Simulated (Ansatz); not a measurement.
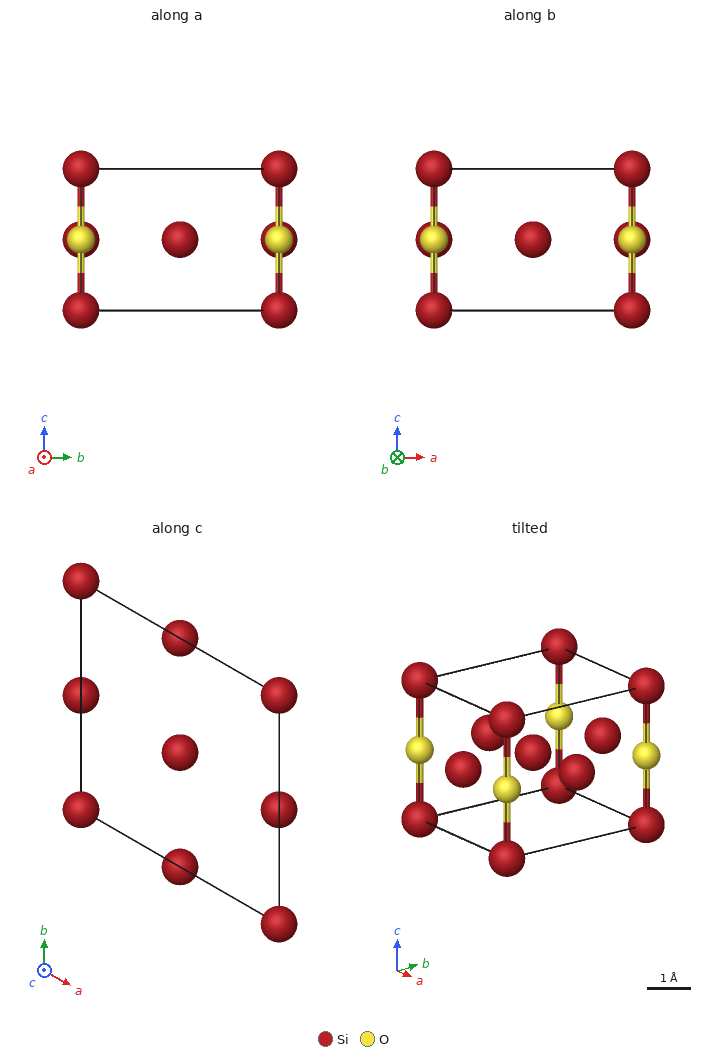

The image is a ball-and-stick drawing of a crystal, viewed along the a axis, along the b axis, along the c axis and slightly off an axis. The frame is the conventional unit cell; atoms at its boundary are shown with their periodic copies.

Lattice parameters: a = 5.3945 Å, b = 5.3945 Å, c = 3.3338 Å, α = 90.000°, β = 90.000°, γ = 120.000°.

Write down what is shown as a CIF in P1 with every atom of the cell.

```cif
data_structure
_symmetry_space_group_name_H-M 'P 1'
_symmetry_Int_Tables_number 1
_cell_length_a 5.3945
_cell_length_b 5.3945
_cell_length_c 3.3338
_cell_angle_alpha 90.000
_cell_angle_beta 90.000
_cell_angle_gamma 120.000
_cell_volume 84.02
loop_
_atom_site_label
_atom_site_type_symbol
_atom_site_fract_x
_atom_site_fract_y
_atom_site_fract_z
_atom_site_occupancy
Si1 Si 0.5000 0.0000 0.5000 1
Si2 Si 0.0000 0.5000 0.5000 1
Si3 Si 0.5000 0.5000 0.5000 1
Si4 Si 0.0000 0.0000 0.0000 1
O1 O 0.0000 0.0000 0.5000 1
```

Its origin is a random cell made by a generator, so it need not be a real form of the compound. The final geometry of a relaxation with DFT PBE, scalar-relativistic, plane waves, PAW (Ansatz 0.2.0) is shown.
